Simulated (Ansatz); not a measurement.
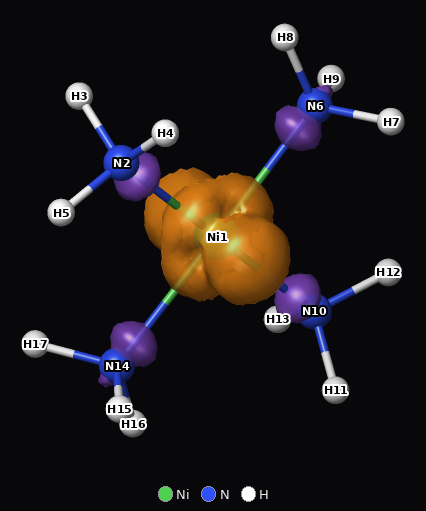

The picture shows: H12N4Ni (charge +3, doublet). Isosurfaces of the spin density (α minus β) at +0.06 (orange) and −0.06 e/Å³ (purple), seen at a tilt.

Geometry: PBE0-D4/def2-SVP.

The calculation used UKS PBE0-D4/def2-TZVP in Ansatz.

```xyz
17

Ni    0.0000    0.0000    0.0000
N     1.9776   -0.0086   -0.0353
H     2.3922    0.3245    0.8542
H     2.3656    0.5965   -0.7804
H     2.4080   -0.9323   -0.2029
N     0.0070    1.9778    0.0261
H    -0.3359    2.3880   -0.8616
H     0.9318    2.4101    0.1822
H    -0.5908    2.3684    0.7757
N    -1.9779    0.0088   -0.0042
H    -2.3776   -0.5909   -0.7475
H    -2.4109    0.9337   -0.1584
H    -2.3787   -0.3307    0.8892
N    -0.0066   -1.9779    0.0134
H     0.3216   -2.3824   -0.8826
H    -0.9287   -2.4114    0.1818
H     0.6035   -2.3734    0.7504
```

### Describe the spin distribution.

The unpaired spin (1 electron) lies mostly on Ni1 (about 1.1), in electrons by Hirshfeld's partition.
